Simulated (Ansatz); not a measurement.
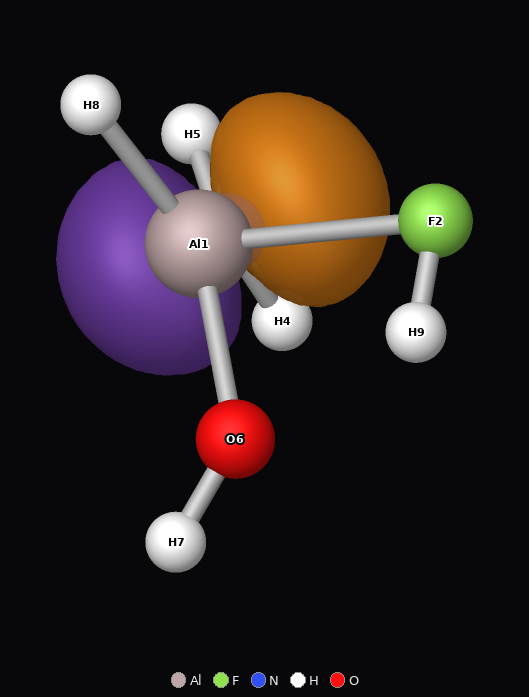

The picture shows: AlFH₅NO. The HOMO at ±0.2 Å⁻³ᐟ² (orange and purple are the two phases), seen at an oblique angle.

Level of theory: RHF/def2-SVP (Ansatz 0.2.0).

```xyz
9

Al    0.1804    0.7862   -0.2394
F     0.1607    0.4469    1.8375
N     1.6017    0.0195   -0.9674
H     1.7648   -0.9661   -1.0426
H     2.4026    0.5192   -1.3033
O    -1.2131   -0.2262    0.0620
H    -1.8422   -0.6363   -0.5031
H     0.0105    2.3464   -0.3203
H    -0.6063   -0.0532    1.6563
```

Where does this orbital lie, and at what energy?

Answer. By Hirshfeld shares it lies mainly on N3 (about 75 %); largely a lone pair of N3. Its energy is −10.47 eV.
